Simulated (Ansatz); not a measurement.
# H3N: the cost of one run

Computed with Ansatz 0.2.0 (Hartree-Fock, Gaussian basis aug-cc-pVTZ, and further levels as typed in the inputs, unless a step's input says otherwise).

**1. The structure to begin with**

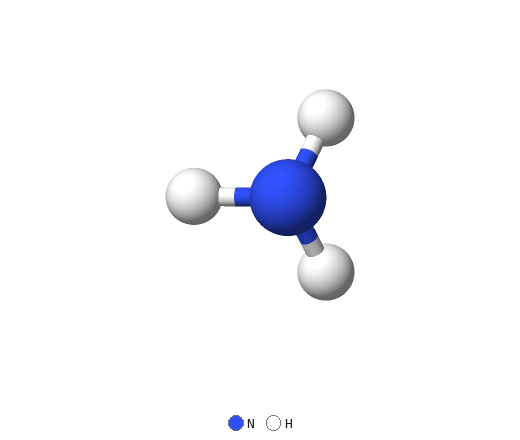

Start, viewed from a chosen angle; nitrogen blue, hydrogen white.

As a file:

```xyz
4

N     0.0000    0.0000    0.0000
H    -0.3791    0.0000    0.9383
H    -0.3791   -0.8126   -0.4692
H    -0.3791    0.8126   -0.4692
```

**2. Relaxing the atoms: H3N**

Input file input.yaml:

```yaml
relax:
  f_tol: 0.001
  max_steps: 200
crystal:
  periodic: [false, false, false]
  atoms:
    - { symbol: "N", position_ang: [0.0, 0.0, 0.0] }
    - { symbol: H, position_ang: [-0.379102, 0.0, 0.93831] }
    - { symbol: H, position_ang: [-0.379102, -0.8126, -0.469155] }
    - { symbol: H, position_ang: [-0.379102, 0.8126, -0.469155] }
basis:
  gaussian: { orbitals: aug-cc-pVTZ }
hamiltonian:
  xc: hf
```

Launch:

```
ansatz run input.yaml --threads 4 --pin off --max-ram 6144MiB --backend cpu --events-out ev --progress --plain --runs-dir out
```

**Question.** How long does this run take on 4 threads of Arm Neoverse N1, shared host, and how much memory does it need?

About 2.5 s, with a peak of 0.13 GiB.
